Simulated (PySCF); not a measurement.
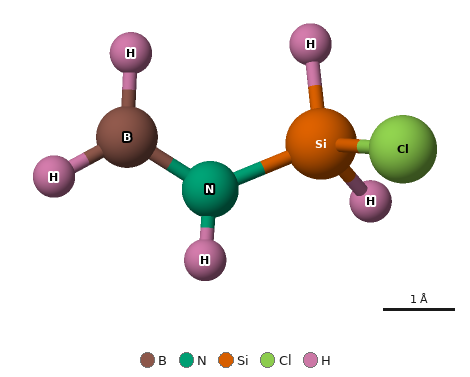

**Figure 1.** The structure (ball-and-stick view, seen at a tilt).

# Run report: BSiNH5Cl, single-point calculation

System: BSiNH5Cl.
Method: HF/6-311G**, RHF (PySCF 2.14.0).

The geometry comes from this level: PBE0-D4/def2-TZVP.

The program's output:
```
converged SCF energy = -830.622222259977
total energy: -830.62222226 hartree
```

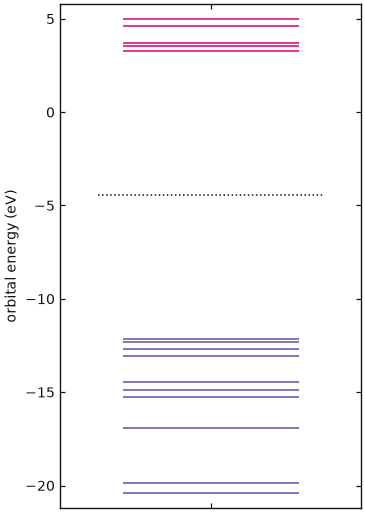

**Figure 2.** Orbital energies near the frontier; the dotted line parts filled from empty levels, and levels within 0.02 eV of each other stand side by side. Highest filled −12.16 eV, lowest empty 3.27 eV, 15.43 eV apart.

This output came from the following input.

The input (run.py):
```python
from pyscf import gto

mol = gto.M(
    atom='mol.xyz',
    basis='6-311g**',
    verbose=3,
    max_memory=1860,
    charge=0,
)

mf = mol.RHF()
mf.conv_tol = 1e-10
mf.kernel()
if not mf.converged:
    mf = mf.newton().run(mf.mo_coeff, mf.mo_occ)

e_tot = mf.e_tot
print(f'total energy: {e_tot:.8f} hartree')
```

File mol.xyz:
```
9
BClH5NSi
B     -0.106000     1.571500     0.033600
N     -0.041100     0.289600     0.599200
Si    -0.027500    -1.200400    -0.279200
Cl     1.841100    -2.056000    -0.253400
H     -0.168500     1.672300    -1.157500
H     -0.103900     2.533000     0.745600
H      0.022500     0.231000     1.606700
H     -0.934100    -2.175700     0.366100
H     -0.393800    -0.911700    -1.678200
```

Launched with:
```bash
OMP_NUM_THREADS=1 python run.py
```

Summary:

```tsv
quantity	value
outcome	converged
total energy	−830.622222 hartree
basis functions	118
HOMO	−12.16 eV
LUMO	3.27 eV
dipole moment	1.90 D
hardware	1 thread of Arm Neoverse V1, 24 GiB of memory available, shared host
wall time	3.6 s
peak memory	0.3 GiB
```
